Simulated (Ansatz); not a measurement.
```yaml
atoms:
  - { symbol: Ti, position_ang: [-0.6239, 0.6431, -0.8957] }
  - { symbol: O, position_ang: [0.7325, -1.3242, 1.7274] }
  - { symbol: Cl, position_ang: [0.3304, -1.0049, -1.9352] }
  - { symbol: Cl, position_ang: [-2.5161, 0.2004, 0.0414] }
  - { symbol: Cl, position_ang: [-0.6679, 2.4547, -2.0611] }
  - { symbol: H, position_ang: [0.9033, -0.3715, 1.6557] }
  - { symbol: H, position_ang: [0.5684, 1.0963, 0.4555] }
  - { symbol: H, position_ang: [1.2732, -1.6938, 1.0120] }
```

Not at a stationary point (largest force 1.7 eV/Å).

All numbers below come from RKS B3LYP-D4/def2-SVP (Ansatz 0.2.0).

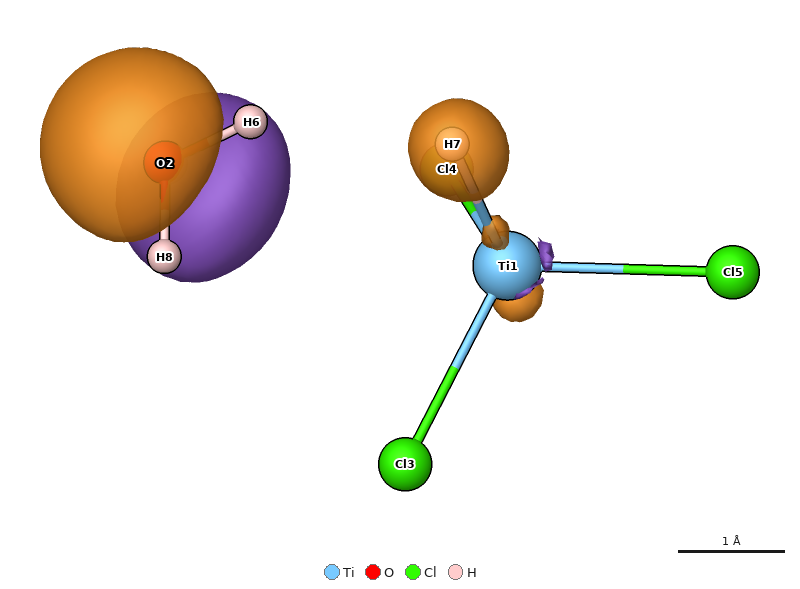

Cl3HTi···H2O. The HOMO at ±0.15 Å⁻³ᐟ² (orange and purple are the two phases), seen at a tilt.

Q: Describe this orbital and give its energy.

A: Its weight (Hirshfeld) is mainly on O2 (about 80 %); largely a lone pair of O2. Its energy is −8.06 eV.
